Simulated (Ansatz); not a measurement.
Relaxed Rh (fcc, Cu type):

```xyz
2
Lattice="0.0000 3.8001 3.8001 1.9001 0.0000 1.9001 1.9001 1.9001 0.0000" Properties=species:S:1:pos:R:3 pbc="T T T"
Rh     0.0000     0.0000     0.0000
Rh     0.0000     1.9001     1.9001
```

The atoms are displaced by Q × the pattern below (from a DFPT mode at L = (0.5, 0.0, 0.0), largest move 1; Q in Å), at fixed cell. It is one choice among 2 degenerate patterns. (q is in reciprocal vectors of the primitive cell; the cell shown is doubled to hold the pattern.)

```tsv
atom	x	y	z
Rh1	0.285	-0.520	0.805
Rh2	-0.285	0.520	-0.805
```

These are r2SCAN (plane waves to 500 eV, PAW, scalar-relativistic; Ansatz, an electronic-structure program) values and carry that method's errors. k mesh 21×21×21 (Γ-centred), Fermi-Dirac smearing 0.05 eV. Energies are smeared free energies. With partly filled bands, energies and forces of such displacements shift with the k mesh and the smearing. Rh is run without spin polarisation. Rh was relaxed with its symmetry unable to fall. The PAW data are Ansatz's earlier set. ΔE is measured from the undisplaced structure.

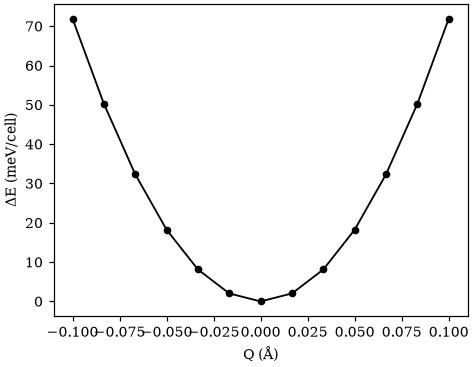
Fig. 1. ΔE (meV/cell) against Q (Å); one marker a computed point.

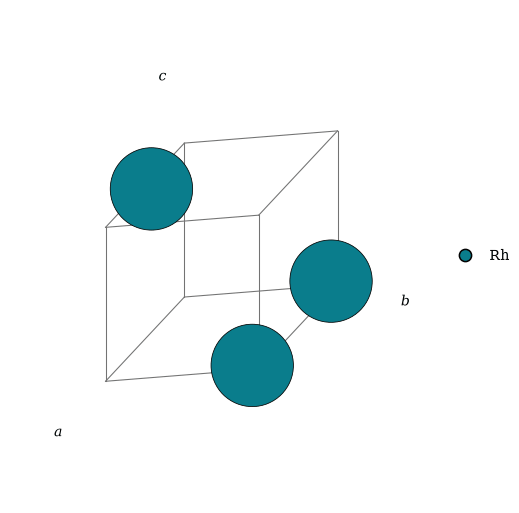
*The cell of the calculation at Q = -0.100 Å.*

The energy at Q = 0.100 Å comes out as 72 meV/cell. Symmetry of the curve: even: the same for both signs. Space group of the distorted cell: P-1 (No. 2), lowered from Fm-3m. Harmonic wavenumber from the curvature (finite differences): 139 cm⁻¹. Shape of the curve: a single well with its minimum at or next to zero displacement.

E″ = 14.64 eV/Å², M = Σ mᵢ|uᵢ|² = 205.8 u, ν̃ = 521.5·√(|E″|/M).

(For displaced atoms, the force is minus the slope of the energy, and its curvature is a force constant, which sets phonon frequencies.)
